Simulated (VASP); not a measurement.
Energy against volume of Pb (fcc). These are optB88-vdW, VASP's PBE PAW potentials (set 64) (plane waves; VASP) values and carry that method's errors.

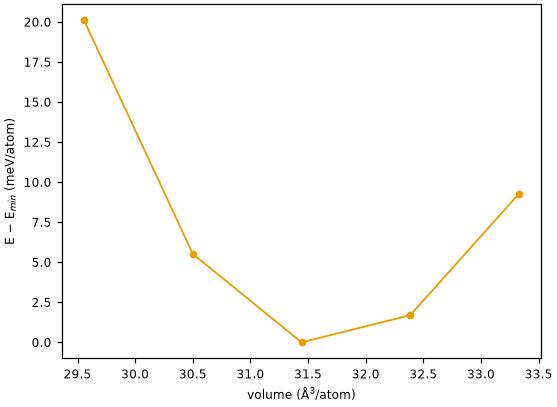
Figure: Energy against volume

**Question.** Estimate the equilibrium volume and the bulk modulus.

**Answer.** The minimum lies near 31.7 Å³/atom, and the curvature gives B0 of about 39 GPa.

Measured: bulk modulus 47.0 GPa at 0 K (computed value off by -16.4 %), as given by H. Levämäki et al., Physical Review B (2014), arXiv:1402.3671 [corrected for temperature and zero-point phonon effects]; a 4.902 Å at 0 K (computed value off by +2.4 %), as given by Gábor I. Csonka et al., Physical Review B (2009), arXiv:0903.4037 [low-temperature or extrapolated to 0 K; zero-point anharmonic expansion removed].

The compound is Pb in the fcc structure. It was relaxed first.
